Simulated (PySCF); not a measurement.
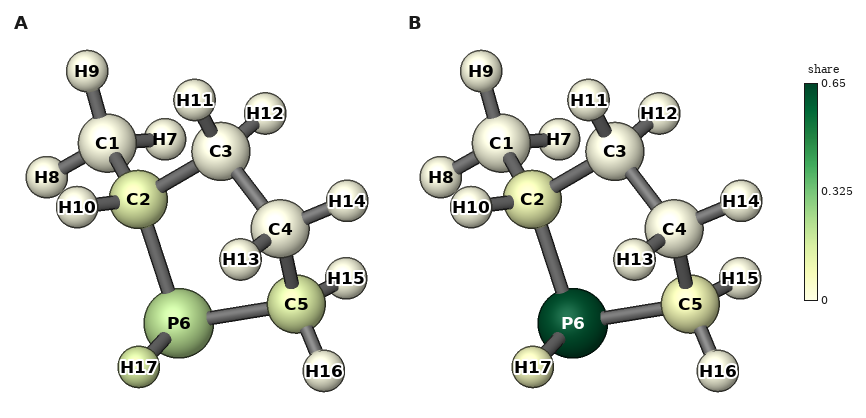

Each panel colours the atoms by their Löwdin share in one orbital (up to four of the largest shares; other atoms are shown as zero). Computed geometry: GFN2-xTB optimisation. No frequency run is at hand to confirm it as a minimum. Method: ωB97X-D/def2-SVPD (PySCF 2.14.0).

The panels show the HOMO−2, HOMO, in some order. Which is which?

A: HOMO−2, −10.87 eV; P6 0.21, H17 0.15, C5 0.14, C2 0.12
B: HOMO, −8.63 eV; P6 0.62, C2 0.10, C5 0.08, H17 0.07

The geometry is semi-empirical. Around P such bond lengths and angles can be off by a tenth of an ångström or more and by several degrees, and values that hang on the shape move with them.
